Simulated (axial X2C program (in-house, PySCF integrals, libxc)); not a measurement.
**AsBe: from the state search to constants**

Aim: find the lowest determinant of AsBe, scan the bond at several levels and fit the constants, once spin-free and once with spin–orbit coupling.

Computed with an in-house X2C program for linear molecules on PySCF integrals. Level: all-electron X2C, As dyall-cv3z, Be dyall-cv3z.

All values are calculated.

### 1 Input

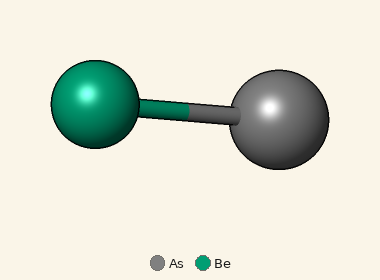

The two atoms at 2.230 Å (arsenic grey, beryllium teal).

The input, task.json:

```json
{"zs": [33, 4], "q": 0, "bas": ["dyall-cv3z", "dyall-cv3z"], "levels": ["PBE0", "HF", "BHandHLYP"], "cc": true, "r0": 2.23, "thr": -2.0, "nmax": 90, "npts": 10, "nst": 2, "ntry": 6}
```

Keys: zs atomic numbers; q charge; bas basis sets; levels methods (HF also brings MP2); cc coupled cluster on or off; r0 starting distance in Å; thr threshold in hartree for freezing inner shells (an s shell follows its p shell); nmax most natural virtual spinors; npts points asked for on the curve; nst determinants followed; ntry starts of the search.

On the command line:

```
> python so2c.py task.json out
```

Spin-free means the one-electron spin-free X2C Hamiltonian; two-component (2c) means X2C with spin–orbit coupling and atomic mean-field two-electron Coulomb and Gaunt terms. Basis: As dyall-cv3z contracted to [9s9p6d4f1g], Be dyall-cv3z contracted to [8s8p3d1f]; Gaussian nuclei, density fitting. Masses: As 74.922 u, Be 9.012 u.

Notation: σ, π±, δ± give the projection m of an orbital's angular momentum (0, ±1, ±2), α and β its spin, Λ and M_S the sums; ω is the projection of a spinor's total angular momentum and Ω the sum. Logs are in hartree.

The results follow Hamiltonian by Hamiltonian and level by level.

### 2 Search for the lowest determinant

PBE0 moves the distance from 2.230 Å to 2.169 Å and compares determinants there.

Spin-free determinants:

| ΔE (eV) | state | open shells |
| --- | --- | --- |
| 0.00 | M_S = 3/2, Λ = 0 | beyond closed shells: σα, π+α, π-α |
| 0.12 | M_S = 1/2, Λ = 0 | beyond closed shells: σβ, π+α, π-α |
| 0.53 | M_S = 1/2, Λ = 1 | beyond closed shells: π+α, π+β, π-α |
| 0.94 | M_S = 1/2, Λ = 0 | beyond closed shells: σα, π+β, π-α |
| 0.94 | M_S = 1/2, Λ = 2 | beyond closed shells: σα, π+α, π+β |
| 1.92 | M_S = 3/2, Λ = 1 | beyond closed shells: 2 × σα, π+α, π+β, π-α |
| 2.61 | M_S = 3/2, Λ = 1 | beyond closed shells: 2 × π+α, π-α |

Two-component determinants:

```
ΔE (eV)    state                                  open shells
   0.00  Ω = 3/2                excess of +ω over −ω: ω = 3/2
   0.13  Ω = 1/2  excess of +ω over −ω: 2 × ω = -1/2, ω = 3/2
   0.59  Ω = 1/2                excess of +ω over −ω: ω = 1/2
   0.80  Ω = 1/2                excess of +ω over −ω: ω = 1/2
   0.94  Ω = 5/2   excess of +ω over −ω: 2 × ω = 1/2, ω = 3/2
   2.63  Ω = 5/2  excess of +ω over −ω: ω = -1/2, 2 × ω = 3/2
   3.63  Ω = 7/2   excess of +ω over −ω: ω = 1/2, 2 × ω = 3/2
```

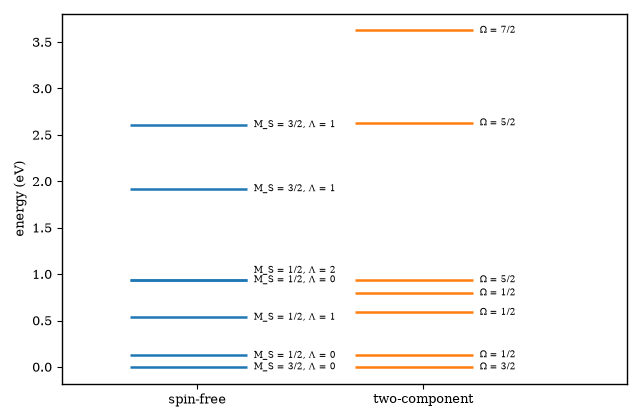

The determinants found, each set from its own lowest.

### 3 PBE0, spin-free

State followed: M_S = 3/2, Λ = 0 (beyond closed shells: σα, π+α, π-α). The scan is laid around 2.169 Å, a first estimate of the minimum, and this SCF restarts from the orbitals of the search.

Output at 2.169 Å:

```text
spin-free X2C-1e  PBE0
basis functions 157  fitting functions 838  grid points 5080
iter        total energy     max residual
   1      -2275.206755180     4.43e-05
   2      -2275.206755203     1.79e-05
   3      -2275.206755209     7.37e-06
converged
one-electron -3229.92431209  Coulomb 1009.44408420  exact exchange -21.34903161  xc functional -65.58191795  nuclear repulsion 32.20442224
```

Along the bond, energies from the lowest point:

| R (Å) | E (eV) | μ (D) | HOMO (eV) | LUMO (eV) | iterations |
| --- | --- | --- | --- | --- | --- |
| 1.887 | 0.4918 | -0.39 | -5.35 | -3.84 | 27 |
| 1.974 | 0.2066 | -0.23 | -5.42 | -3.69 | 23 |
| 2.039 | 0.0830 | -0.11 | -5.46 | -3.59 | 19 |
| 2.104 | 0.0186 | 0.01 | -5.51 | -3.49 | 16 |
| 2.169 | 0.0000 | 0.13 | -5.56 | -3.39 | 3 |
| 2.245 | 0.0219 | 0.26 | -5.61 | -3.29 | 17 |
| 2.321 | 0.0783 | 0.39 | -5.65 | -3.20 | 15 |
| 2.418 | 0.1843 | 0.53 | -5.71 | -3.09 | 16 |
| 2.538 | 0.3427 | 0.66 | -5.77 | -2.97 | 15 |
| 2.711 | 0.5870 | 0.76 | -5.85 | -2.84 | 16 |

Dipoles are positive if Be is the positive end.

Outer orbitals at the reference distance:

| symmetry | occupied | ε (eV) | atomic character |
| --- | --- | --- | --- |
| σα | yes | -17.21 | 75% As s, 12% Be p, 8% Be s |
| σβ | yes | -15.04 | 74% As s, 13% Be p, 9% Be s |
| σα | yes | -8.53 | 60% As p, 31% Be s, 5% As s |
| σβ | yes | -7.47 | 64% As p, 22% Be s, 6% As s |
| π+α | yes | -7.22 | 84% As p, 12% Be p, 3% Be d |
| π-α | yes | -7.22 | 84% As p, 12% Be p, 3% Be d |
| σα | yes | -5.56 | 45% Be p, 37% Be s, 14% As p |
| π-β | no | -3.39 | 75% As p, 22% Be p, 3% Be d |
| π+β | no | -3.39 | 75% As p, 22% Be p, 3% Be d |
| σβ | no | -1.83 | 54% Be s, 31% Be p, 9% As p |
| π-α | no | -1.18 | 81% Be p, 10% As p, 7% As d |

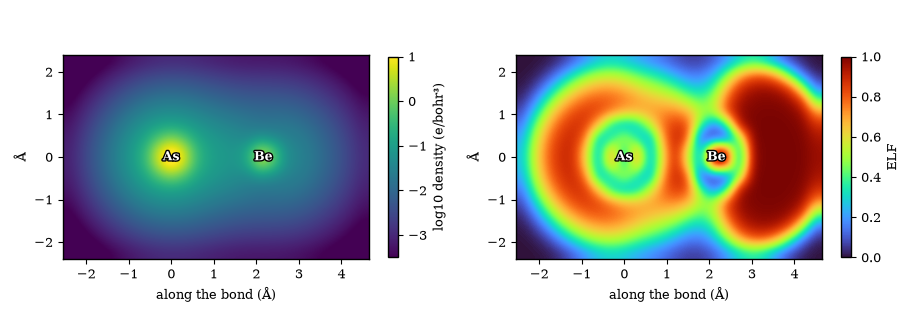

PBE0 fields in a plane through the axis, from a grid of 0.3 Å; As lies at z = 0 and Be at z = 2.169 Å; the ELF is damped to zero where the density is low.

Re = 2.168 Å, ωe = 529 cm⁻¹, ωexe = 4.12 cm⁻¹, Be = 0.4458 cm⁻¹, De = 1.43 eV, μ = 0.12 D.

### 4 HF, spin-free

Output at 2.169 Å:

```text
spin-free X2C-1e  HF
basis functions 157  fitting functions 838  grid points 5080
iter        total energy     max residual
   1      -2273.671932086     2.64e-01
   2      -2273.691793146     1.02e-02
   3      -2273.692925761     1.45e-02
   4      -2273.693212312     6.44e-03
   5      -2273.693258269     6.78e-04
   6      -2273.693264457     5.27e-04
   7      -2273.693265602     1.52e-04
   8      -2273.693266061     7.99e-05
   9      -2273.693266126     4.99e-05
  10      -2273.693266137     6.06e-06
  11      -2273.693266138     2.92e-06
converged
one-electron -3230.34240238  Coulomb 1009.95854375  exact exchange -85.51382974  xc functional 0.00000000  nuclear repulsion 32.20442224
```

Re = 2.181 Å, ωe = 533 cm⁻¹, ωexe = 4.82 cm⁻¹, Be = 0.4403 cm⁻¹, De = 0.820 eV, μ = 0.69 D.

### 5 BHandHLYP, spin-free

The SCF at the reference distance of 2.169 Å:

```text
spin-free X2C-1e  BHandHLYP
basis functions 157  fitting functions 838  grid points 5080
iter        total energy     max residual
   1      -2275.466896401     8.77e-02
   2      -2275.468527197     5.12e-03
   3      -2275.468615785     1.18e-02
   4      -2275.468689591     7.86e-04
   5      -2275.468691493     1.38e-04
   6      -2275.468691796     1.11e-04
   7      -2275.468691823     1.15e-05
   8      -2275.468691827     8.79e-06
converged
one-electron -3230.29884701  Coulomb 1009.85355259  exact exchange -42.71993347  xc functional -44.50788618  nuclear repulsion 32.20442224
```

Re = 2.164 Å, ωe = 535 cm⁻¹, ωexe = 4.23 cm⁻¹, Be = 0.4476 cm⁻¹, De = 1.25 eV, μ = 0.31 D.

### 6 MP2 and beyond, spin-free

Correlated methods: 7 electrons correlated (frozen shells, counted by type: As 3 s, 2 p, 1 d; Be 1 s), 211 virtual spinors in MP2, 82 natural virtuals in coupled cluster.

Output of the correlated part at 2.169 Å:

```text
correlated 7  virtual 211  natural virtual 82  E(MP2) -0.109443368  MP2 remainder -0.002465821
iter   CCSD correlation   residual
   1     -0.122361130   1.01e-01
   2     -0.127953674   4.22e-02
   3     -0.128649924   1.66e-02
   4     -0.128871093   7.68e-03
   5     -0.128890152   2.95e-03
   6     -0.128892297   8.74e-04
   7     -0.128897602   3.07e-04
   8     -0.128896334   1.30e-04
   9     -0.128896271   5.06e-05
  10     -0.128896485   1.74e-05
  11     -0.128896665   6.23e-06
  12     -0.128896718   2.15e-06
  13     -0.128896741   9.77e-07
  14     -0.128896749   4.62e-07
(T) -0.005719662  T1 0.0297  D1 0.0492  max T2 0.057
```

T1 in the output is the amplitude norm over the root of the electron number; divide by √2 for the Lee–Taylor value.

MP2: Re = 2.174 Å, ωe = 539 cm⁻¹, Be = 0.4435 cm⁻¹, De = 1.02 eV.

CCSD: Re = 2.185 Å, ωe = 515 cm⁻¹, ωexe = 5.45 cm⁻¹, Be = 0.4388 cm⁻¹, De = 0.791 eV. T1 at Re = 0.021 (Lee–Taylor, the printed value over √2).

CCSD(T): Re = 2.188 Å, ωe = 512 cm⁻¹, ωexe = 5.23 cm⁻¹, Be = 0.4375 cm⁻¹, De = 0.871 eV. T1 at Re = 0.021 (Lee–Taylor, the printed value over √2).

### 7 A higher determinant, spin-free

State: M_S = 1/2, Λ = 0 (beyond closed shells: σβ, π+α, π-α).

Output at the reference distance:

```text
spin-free X2C-1e  PBE0
basis functions 157  fitting functions 838  grid points 5080
iter        total energy     max residual
   1      -2275.202218475     3.09e-05
   2      -2275.202218493     1.15e-05
   3      -2275.202218497     5.94e-06
converged
one-electron -3229.96497955  Coulomb 1009.48795827  exact exchange -21.34873001  xc functional -65.58088945  nuclear repulsion 32.20442224
```

| R (Å) | E above the lowest PBE0 point (eV) |
| --- | --- |
| 1.887 | 0.623 |
| 1.974 | 0.331 |
| 2.039 | 0.205 |
| 2.104 | 0.140 |
| 2.169 | 0.123 |
| 2.245 | 0.150 |
| 2.321 | 0.215 |
| 2.418 | 0.336 |
| 2.538 | 0.522 |

Re = 2.163 Å, ωe = 551 cm⁻¹, ωexe = 3.21 cm⁻¹, Be = 0.4478 cm⁻¹, μ = 0.19 D. ⟨S²⟩ = 1.76 against 0.75 for a pure state, so this determinant mixes spins. Te = 0.12 eV.

### 8 The spin-free curves together

Energy (eV) of the followed determinant, spin-free, from each level's lowest point:

| R (Å) | PBE0 | HF | MP2 | CCSD | CCSD(T) | BHandHLYP |
| --- | --- | --- | --- | --- | --- | --- |
| 1.887 | 0.492 | 0.557 | 0.532 | n/a | n/a | 0.484 |
| 1.974 | 0.207 | 0.244 | 0.227 | 0.240 | 0.245 | 0.201 |
| 2.039 | 0.083 | 0.104 | 0.094 | 0.104 | 0.107 | 0.079 |
| 2.104 | 0.019 | 0.028 | 0.023 | 0.028 | 0.030 | 0.016 |
| 2.169 | 0.000 | 0.000 | 0.000 | 0.000 | 0.000 | 0.000 |
| 2.245 | 0.022 | 0.015 | 0.020 | 0.012 | 0.010 | 0.025 |
| 2.321 | 0.078 | 0.066 | 0.076 | 0.057 | 0.054 | 0.084 |
| 2.418 | 0.184 | 0.166 | 0.186 | 0.148 | 0.144 | 0.193 |
| 2.538 | 0.343 | 0.312 | 0.354 | n/a | n/a | 0.354 |
| 2.711 | 0.587 | 0.509 | 0.613 | n/a | n/a | 0.594 |

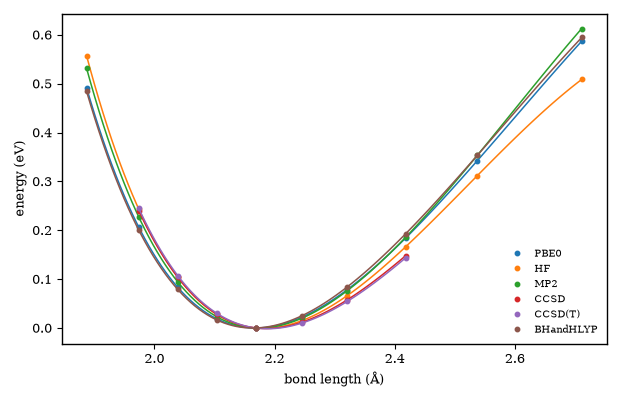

Curves of the followed state, spin-free, each from its own lowest point.

### 9 PBE0, 2c

State followed: Ω = 3/2 (excess of +ω over −ω: ω = 3/2). The scan is laid around 2.169 Å, a first estimate of the minimum, and this SCF restarts from the orbitals of the search.

Output at 2.169 Å:

```text
two-component X2C + atomic mean field  PBE0
basis functions 157  fitting functions 838  grid points 5080
iter        total energy     max residual
   1      -2274.463093852     5.09e-05
   2      -2274.463093863     3.95e-05
   3      -2274.463093870     4.11e-06
converged
one-electron -3228.01359071  Coulomb 1009.04624075  exact exchange -21.33993066  xc functional -65.55498458  nuclear repulsion 32.20442224  atomic mean-field constant -0.80525091
```

Along the bond, energies from the lowest point:

| R (Å) | E (eV) | μ (D) | HOMO (eV) | LUMO (eV) | iterations |
| --- | --- | --- | --- | --- | --- |
| 1.887 | 0.3862 | 3.41 | -5.63 | -3.59 | 50 |
| 1.974 | 0.1865 | 0.41 | -5.51 | -3.74 | 29 |
| 2.039 | 0.0767 | 0.09 | -5.50 | -3.64 | 23 |
| 2.104 | 0.0168 | 0.09 | -5.53 | -3.54 | 20 |
| 2.169 | 0.0000 | 0.17 | -5.57 | -3.45 | 3 |
| 2.245 | 0.0228 | 0.28 | -5.61 | -3.35 | 20 |
| 2.321 | 0.0796 | 0.40 | -5.66 | -3.25 | 16 |
| 2.418 | 0.1858 | 0.53 | -5.71 | -3.14 | 18 |
| 2.538 | 0.3439 | 0.66 | -5.77 | -3.03 | 14 |
| 2.711 | 0.5875 | 0.76 | -5.86 | -2.90 | 15 |

Dipoles are positive if Be is the positive end.

Outer spinors at the reference distance:

```
   ω  occupied  ε (eV)              atomic character     λ mixture
 1/2       yes  -17.19   75% As s, 12% Be p, 8% Be s        100% σ
-1/2       yes  -15.04   74% As s, 13% Be p, 9% Be s        100% σ
 1/2       yes   -8.52   60% As p, 31% Be s, 5% As s        100% σ
-1/2       yes   -7.51   67% As p, 19% Be s, 6% Be p  87% σ, 13% π
-1/2       yes   -7.25   81% As p, 11% Be p, 3% Be s  87% π, 13% σ
 3/2       yes   -7.11   83% As p, 13% Be p, 3% Be d        100% π
 1/2       yes   -5.57  45% Be p, 37% Be s, 15% As p   99% σ, 1% π
 1/2        no   -3.45   75% As p, 21% Be p, 3% Be d   98% π, 2% σ
-3/2        no   -3.33   74% As p, 22% Be p, 3% Be d        100% π
-1/2        no   -1.85   53% Be s, 31% Be p, 9% As p        100% σ
-1/2        no   -1.19   81% Be p, 10% As p, 7% As d        100% π
```

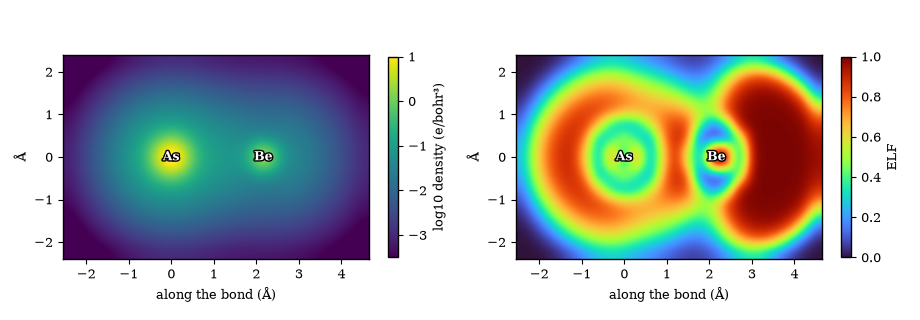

PBE0 fields in a plane through the axis, from a grid of 0.3 Å; As lies at z = 0 and Be at z = 2.169 Å; the ELF is damped to zero where the density is low.

No constants are quoted: the solution changes its character somewhere along the scan, so the fit is set aside.

### 10 HF, 2c

Output at 2.169 Å:

```text
two-component X2C + atomic mean field  HF
basis functions 157  fitting functions 838  grid points 5080
iter        total energy     max residual
   1      -2272.927901268     2.64e-01
   2      -2272.948091607     1.02e-02
   3      -2272.949356860     1.53e-02
   4      -2272.949685336     7.14e-03
   5      -2272.949749378     7.87e-04
   6      -2272.949765467     1.09e-03
   7      -2272.949774303     7.03e-04
   8      -2272.949781315     2.41e-04
   9      -2272.949783982     2.21e-04
  10      -2272.949785062     1.45e-04
  11      -2272.949785464     6.46e-05
  12      -2272.949785610     3.61e-05
  13      -2272.949785644     1.99e-05
  14      -2272.949785651     8.26e-06
  15      -2272.949785653     4.61e-06
  16      -2272.949785654     3.80e-06
  17      -2272.949785654     1.45e-06
converged
one-electron -3228.41420870  Coulomb 1009.54430996  exact exchange -85.47905825  xc functional 0.00000000  nuclear repulsion 32.20442224  atomic mean-field constant -0.80525091
```

Re = 2.182 Å, ωe = 532 cm⁻¹, ωexe = 4.84 cm⁻¹, Be = 0.4403 cm⁻¹, De = 0.817 eV, μ = 0.69 D.

### 11 BHandHLYP, 2c

The SCF at the reference distance of 2.169 Å:

```text
two-component X2C + atomic mean field  BHandHLYP
basis functions 157  fitting functions 838  grid points 5080
iter        total energy     max residual
   1      -2274.723209331     8.76e-02
   2      -2274.724869888     5.12e-03
   3      -2274.724965390     1.21e-02
   4      -2274.725043337     9.67e-04
   5      -2274.725047374     2.41e-04
   6      -2274.725049640     4.84e-04
   7      -2274.725051143     2.75e-04
   8      -2274.725052728     8.36e-05
   9      -2274.725053070     6.55e-05
  10      -2274.725053131     2.19e-05
  11      -2274.725053140     9.26e-06
converged
one-electron -3228.38884478  Coulomb 1009.45582503  exact exchange -42.70140839  xc functional -44.48979633  nuclear repulsion 32.20442224  atomic mean-field constant -0.80525091
```

No constants are quoted: the solution changes its character somewhere along the scan, so the fit is set aside.

### 12 MP2 and beyond, 2c

Correlated methods: 7 electrons correlated (frozen shells, counted by type: As 3 s, 2 p, 1 d; Be 1 s), 211 virtual spinors in MP2, 82 natural virtuals in coupled cluster.

Output of the correlated part at 2.169 Å:

```text
correlated 7  virtual 211  natural virtual 82  E(MP2) -0.109415969  MP2 remainder -0.002467578
iter   CCSD correlation   residual
   1     -0.122341429   1.01e-01
   2     -0.127953877   4.24e-02
   3     -0.128660398   1.69e-02
   4     -0.128888986   8.02e-03
   5     -0.128912565   3.45e-03
   6     -0.128917629   1.64e-03
   7     -0.128928780   1.16e-03
   8     -0.128926070   8.68e-04
   9     -0.128927182   5.33e-04
  10     -0.128929130   2.62e-04
  11     -0.128931557   1.15e-04
  12     -0.128932091   5.57e-05
  13     -0.128932353   3.10e-05
  14     -0.128932311   1.74e-05
  15     -0.128932327   8.79e-06
(T) -0.005732344  T1 0.0311  D1 0.0494  max T2 0.057
```

MP2: Re = 2.174 Å, ωe = 538 cm⁻¹, Be = 0.4435 cm⁻¹, De = 1.02 eV.

CCSD: Re = 2.185 Å, ωe = 514 cm⁻¹, ωexe = 5.33 cm⁻¹, Be = 0.439 cm⁻¹, De = 0.788 eV. T1 at Re = 0.022 (Lee–Taylor, the printed value over √2).

CCSD(T): Re = 2.188 Å, ωe = 511 cm⁻¹, ωexe = 5.09 cm⁻¹, Be = 0.4378 cm⁻¹, De = 0.869 eV. T1 at Re = 0.022 (Lee–Taylor, the printed value over √2).

### 13 A higher determinant, 2c

State: Ω = 1/2 (excess of +ω over −ω: 2 × ω = -1/2, ω = 3/2).

Output at the reference distance:

```text
two-component X2C + atomic mean field  PBE0
basis functions 157  fitting functions 838  grid points 5080
iter        total energy     max residual
   1      -2274.458295312     3.33e-05
   2      -2274.458295316     1.39e-05
converged
one-electron -3228.03680621  Coulomb 1009.07417089  exact exchange -21.34011804  xc functional -65.55471328  nuclear repulsion 32.20442224  atomic mean-field constant -0.80525091
```

| R (Å) | E above the lowest PBE0 point (eV) |
| --- | --- |
| 1.887 | 0.630 |
| 1.974 | 0.339 |
| 2.039 | 0.213 |
| 2.104 | 0.148 |
| 2.169 | 0.131 |
| 2.245 | 0.157 |
| 2.321 | 0.221 |
| 2.418 | 0.343 |
| 2.538 | 0.528 |

Re = 2.164 Å, ωe = 551 cm⁻¹, ωexe = 3.2 cm⁻¹, Be = 0.4477 cm⁻¹, μ = 0.19 D.

### 14 The 2c curves together

Energy (eV) of the followed determinant, 2c, from each level's lowest point:

| R (Å) | PBE0 (jumps) | HF | MP2 | CCSD | CCSD(T) | BHandHLYP (jumps) |
| --- | --- | --- | --- | --- | --- | --- |
| 1.887 | 0.386 | 0.556 | 0.530 | n/a | n/a | 0.387 |
| 1.974 | 0.186 | 0.243 | 0.227 | 0.237 | 0.242 | 0.175 |
| 2.039 | 0.077 | 0.104 | 0.094 | 0.102 | 0.105 | 0.070 |
| 2.104 | 0.017 | 0.028 | 0.023 | 0.028 | 0.029 | 0.014 |
| 2.169 | 0.000 | 0.000 | 0.000 | 0.000 | 0.000 | 0.000 |
| 2.245 | 0.023 | 0.015 | 0.020 | 0.012 | 0.010 | 0.026 |
| 2.321 | 0.080 | 0.066 | 0.076 | 0.058 | 0.055 | 0.086 |
| 2.418 | 0.186 | 0.166 | 0.185 | 0.149 | 0.145 | 0.195 |
| 2.538 | 0.344 | 0.311 | 0.353 | n/a | n/a | 0.355 |
| 2.711 | 0.587 | 0.507 | 0.611 | n/a | n/a | 0.595 |

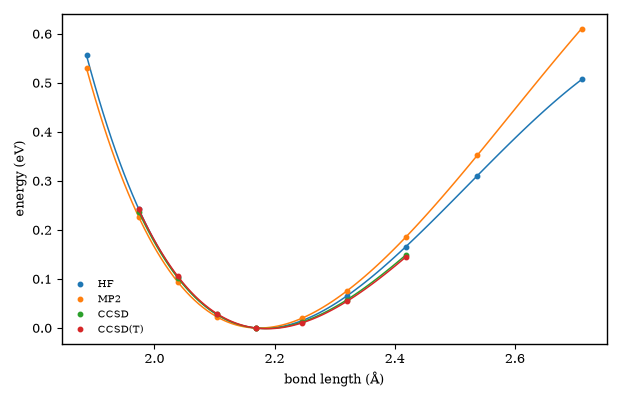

Curves of the followed state, 2c, each from its own lowest point. Left out: PBE0, BHandHLYP.

Time for the job: 84 s (1 thread of AMD EPYC 7B13 (Zen 3), shared host); peak memory 0.42 GiB.

### 15 What came out

Lowest determinant that the search found at its distance, spin-free: M_S = 3/2, Λ = 0 (beyond closed shells: σα, π+α, π-α).

Lowest determinant that the search found at its distance, 2c: Ω = 3/2 (excess of +ω over −ω: ω = 3/2).

```tsv
Hamiltonian	level	Re (Å)	ωe (cm⁻¹)	De (eV)	μ (D)
spin-free	PBE0	2.168	529	1.43	0.12
spin-free	HF	2.181	533	0.820	0.69
spin-free	MP2	2.174	539	1.02	n/a
spin-free	CCSD	2.185	515	0.791	n/a
spin-free	CCSD(T)	2.188	512	0.871	n/a
spin-free	BHandHLYP	2.164	535	1.25	0.31
2c	HF	2.182	532	0.817	0.69
2c	MP2	2.174	538	1.02	n/a
2c	CCSD	2.185	514	0.788	n/a
2c	CCSD(T)	2.188	511	0.869	n/a
```

Dipoles are positive if Be is the positive end. No constants: 2c PBE0 (the solution changes its character somewhere along the scan, so the fit is set aside); 2c BHandHLYP (the solution changes its character somewhere along the scan, so the fit is set aside).

Time per point (s) on 1 thread of AMD EPYC 7B13 (Zen 3), shared host (2c runs; CCSD comes with the CCSD(T) run); the times are rough: HF 0.41, MP2 0.45, CCSD(T) 2.

In words: At CCSD(T), going from spin-free to two-component changes Re by -1 mÅ, ωe by -0.2 %, which is small (part of it comes from the scalar share of the two-electron terms). De moves by 0.00 eV; both De rest on single-determinant atoms, which can miss part of an open shell's spin–orbit lowering.

De refers to As + Be, each in the lowest determinant found, which need not be this curve's own limit. The state is a single determinant with fixed occupations, the lowest that a limited PBE0 search found. De is counted from the lowest determinant-based energies of the atoms at the same level, without counterpoise correction. CCSD and (T) use frozen natural virtuals with an MP2 correction for the truncation. With several unpaired electrons one determinant need not be a pure state. T1 at Re is 0.022 (Lee–Taylor), above the customary mark of 0.02.
